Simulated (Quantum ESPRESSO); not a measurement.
## Convergence study of the plane-wave cutoff for Ir (Fm-3m, 1 atom in the cell)

```
CELL_PARAMETERS angstrom
      0.00000     1.91040     1.91040
      1.91040     0.00000     1.91040
      1.91040     1.91040     0.00000
ATOMIC_POSITIONS crystal
  Ir 0.00000 0.00000 0.00000
```

Method of the run: PBE, SSSP 1.1.2 precision (PBE) pseudopotentials (plane waves; Quantum ESPRESSO).

Base settings: ecutwfc = 50 Ry; ecutrho = 400 Ry; occupations = smearing; smearing = gauss; degauss = 0.0073499 Ry; potentials = {Ir: Ir_pbe_v1.2.uspp.F.UPF}; K_POINTS = automatic 11 11 11 0 0 0; conv_thr = 1e-10 Ry; mixing_beta = 0.4.

Moved along: ecutrho.

The second cell is the first with its lattice scaled by 0.98.

The mesh stays at the base's, so the ladder's end is converged at best in this setting alone.

Only quantities that move along the ladder and can be compared are tabulated.

The count of work is k-points × plane waves × bands × iterations; it is no time. 

The starting cell has typed, rounded lattice constants, without a prior relaxation at this level. Its lattice was rescaled by up to half a per cent. Spin polarisation is off. In the base run, with a pressure of about 15 GPa the cell is away from its equilibrium volume at this level.

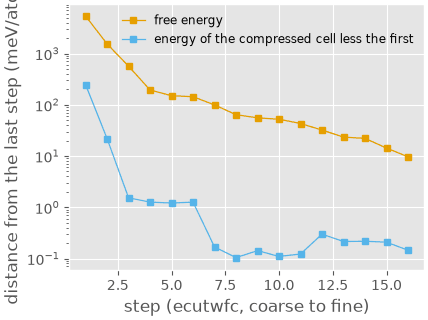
Distance from the last step along the ladder; very small values are drawn at a floor.

| ecutwfc | free energy less the last step's (meV/atom) | energy of the compressed cell less the first (meV/atom) | pressure (GPa) | count of work / last |
|---|---|---|---|---|
| 17.5 Ry | 5400.19 | 399.28 | -311.62 | 0.053 |
| 20 Ry | 1541.10 | 173.30 | -103.38 | 0.057 |
| 22 Ry | 566.03 | 152.96 | -31.62 | 0.072 |
| 25 Ry | 194.22 | 150.17 | 7.44 | 0.087 |
| 28 Ry | 150.13 | 152.64 | 15.16 | 0.12 |
| 30 Ry | 143.55 | 152.69 | 14.55 | 0.12 |
| 35 Ry | 99.38 | 151.60 | 12.88 | 0.16 |
| 40 Ry | 64.07 | 151.33 | 14.36 | 0.20 |
| 45 Ry | 55.52 | 151.57 | 15.46 | 0.25 |
| 50 Ry | 52.23 | 151.54 | 15.12 | 0.27 |
| 55 Ry | 43.08 | 151.55 | 14.65 | 0.31 |
| 60 Ry | 32.06 | 151.73 | 14.74 | 0.36 |
| 68 Ry | 23.39 | 151.65 | 15.43 | 0.43 |
| 75 Ry | 22.06 | 151.65 | 15.48 | 0.49 |
| 88 Ry | 14.31 | 151.64 | 15.13 | 0.65 |
| 100 Ry | 9.66 | 151.58 | 15.51 | 0.78 |
| 120 Ry | 0.00 | 151.43 | 14.54 | 1.0 |

Coarsest ecutwfc that holds the energy of the compressed cell less the first within 0.5 meV/atom of the last step, with all finer ones: 35 Ry, at 0.16 of the last step's count of work; the step before is off by 1.3 meV/atom.

Coarsest ecutwfc that holds the free energy within 5 meV/atom: not settled: the last two steps still differ by 9.7 meV/atom, over half the tolerance, so the ladder does not show it.

Coarsest ecutwfc that holds the pressure within 0.5 GPa: not settled: the last two steps still differ by 0.97 GPa, over half the tolerance, so the ladder does not show it.

Two neighbours can agree and both be off: 28 Ry and 30 Ry differ by 0.05 meV/atom in the energy of the compressed cell less the first, yet lie about 1.3 meV/atom from the last step.

At the lowest cutoff the pressure lies 326 GPa under the last step's, the usual sign of Pulay stress in an incomplete plane-wave basis.
